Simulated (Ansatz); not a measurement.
HIOSi

Input file:

```
crystal:
  periodic: [false, false, false]
  atoms:
    - {symbol: I, position_ang: [-0.102712, 0.425446, -1.212953]}
    - {symbol: O, position_ang: [-2.776630, -1.028997, 0.606077]}
    - {symbol: Si, position_ang: [-1.812247, 0.155722, 0.492995]}
    - {symbol: H, position_ang: [-1.767715, 1.325580, 1.404964]}
basis:
  gaussian:
    orbitals: def2-TZVPD
output: {forces: true, orbitals: {seedname: orbitals}}
hamiltonian:
  xc: {name: PBE0}
```

Launched as:

```sh
ansatz run input.yaml --threads 1 --pin off --max-ram 2610MiB --events-out events.jsonl --progress --plain --runs-dir runs
```

Geometry: B3LYP-D3(BJ)/def2-SVP; core potentials replace the inner electrons of I.

All numbers below come from isolated molecule in a Gaussian basis; Kohn-Sham density functional theory, functional PBE0 (Ansatz 0.2.0).

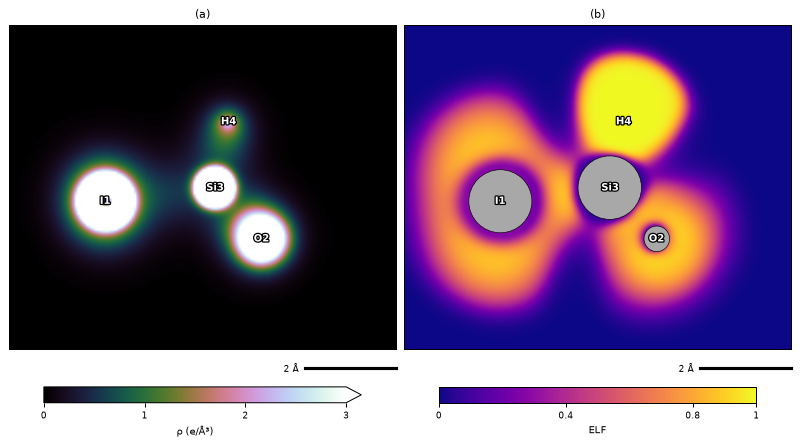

Figure 1. (a) electron density; (b) ELF on the molecular plane. Grey discs cover the atomic cores in the ELF map.

**Interpret the plot.**

The section cuts through I, O, Si and H sites. Si–O (1.53 Å): the density is about 1.5 e/Å³ at the midpoint; the ELF peaks at about 0.80 between the atoms, as expected for a short, strongly polar bond. Si–I (2.43 Å): ρ is about 0.65 e/Å³ halfway, with its minimum of 0.56 e/Å³ about 0.9 Å from Si; the ELF peaks at about 0.85 between the atoms: a shared electron pair. Si–H (1.48 Å): ρ at the midpoint is about 0.83 e/Å³; the ELF climbs to about 1 towards the hydrogen, as it does in any bond to H. The ELF also peaks beside O2 and I1, away from the bonds: lone-pair regions.

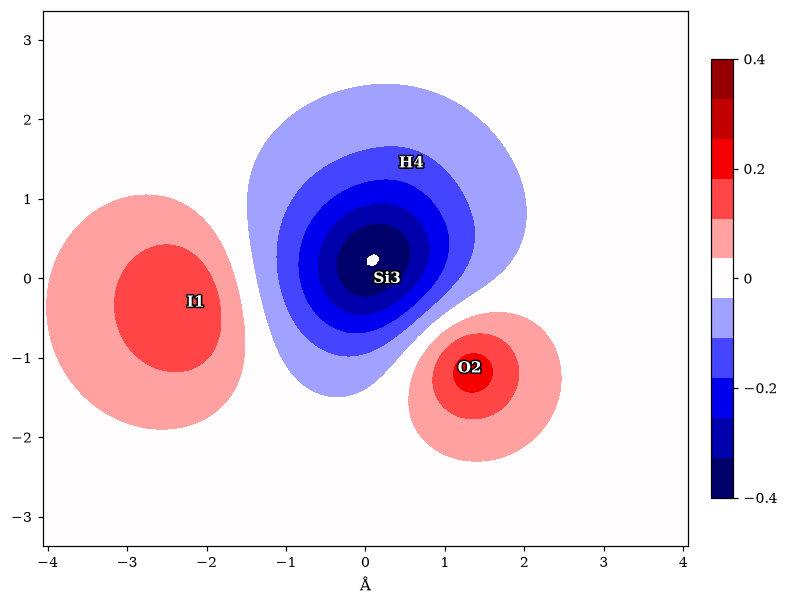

Figure 2. The LUMO on a plane 0.8 Å above the molecular plane (values in Å⁻³ᐟ²; the overall sign is arbitrary).

**Describe this orbital and give its energy.**

By Hirshfeld shares it lies mainly on Si3 (about 60 %), I1 (about 20 %), O2 (about 15 %) and H4 (about 5 %); it changes sign across the molecular plane (π type). Its energy is −2.38 eV.

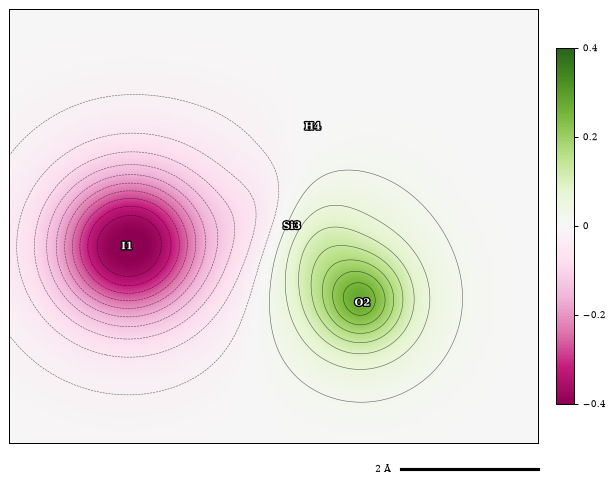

Figure 3. The HOMO−1 on a plane 0.8 Å above the molecular plane (values in Å⁻³ᐟ²; the overall sign is arbitrary).

**Describe this orbital and give its energy.**

It lies mainly on I1 (about 70 %) and O2 (about 25 %); it changes sign across the molecular plane (π type); π-bonding across O2–Si3. Its energy is −8.59 eV.
